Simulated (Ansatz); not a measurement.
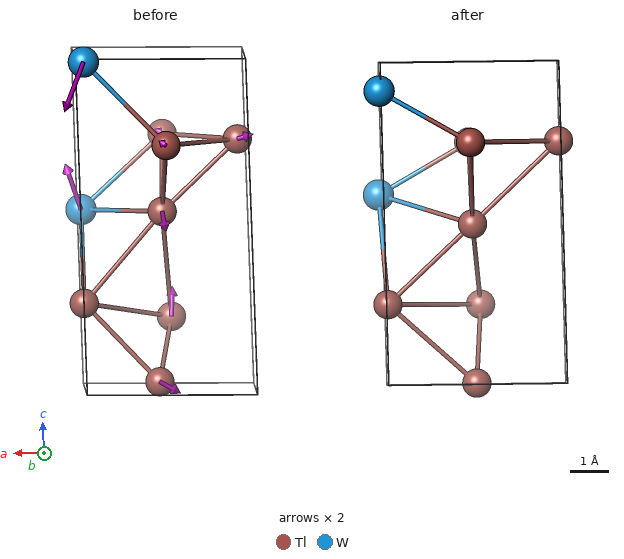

The structure of crystalline Tl$_{3}$W (built on the Cu3Au (L1_2)_221 type) (coarse preliminary run) before (left) and after (right) a relaxation, at one scale. The purple arrows give the displacements (the part carried along by the change of the cell is left out), magnified 2 times.

The picture is a ball-and-stick view of the cell of the calculation, reduced to other axes, seen from a free direction. Lengths and directions refer to the drawn axes.

Computed with DFT PBE, scalar-relativistic, plane waves, PAW (Ansatz). Settings: plane-wave cutoff 420 eV; k-point mesh 6 × 6 × 4; occupations gaussian; smearing width 0.1 eV; no spin polarisation; cell and atoms relaxed; force threshold 0.015 eV/Å; at most 120 steps.

> Describe what moved and what it gained.

The run was cut off at its time limit before the relaxation converged, so the last structure is only a point on the way. Over 5 geometry steps the energy falls by 2.493 eV per cell of the calculation. Largest force component: 2.3 eV/Å at the start, 0.7 eV/Å at the end. The pressure goes from 3.56 to 3.63 GPa. The largest move relative to the cell is that of a W atom, 0.73 Å along [2 0 −3]. By element the largest moves are W 0.73 Å, Tl 0.42 Å. The drawn cell changes as follows: a 4.558 → 4.783 Å (+5.0 %), b 4.641 → 4.817 Å (+3.8 %), c 9.021 → 8.734 Å (−3.2 %), α 89.3° → 81.3°, β 87.9° → 88.8°, γ 89.7° → 88.4°; the volume changes by +4.3 %. Near-neighbour distances that change, for instance: W–W 4.266 → 2.786 Å, Tl–W 2.862 → 3.901 Å, Tl–W 3.393 → 4.278 Å, Tl–Tl 3.755 → 2.932 Å. New bonds form: W–W (4.27 → 2.79 Å). The space group stays P1 (No. 1).
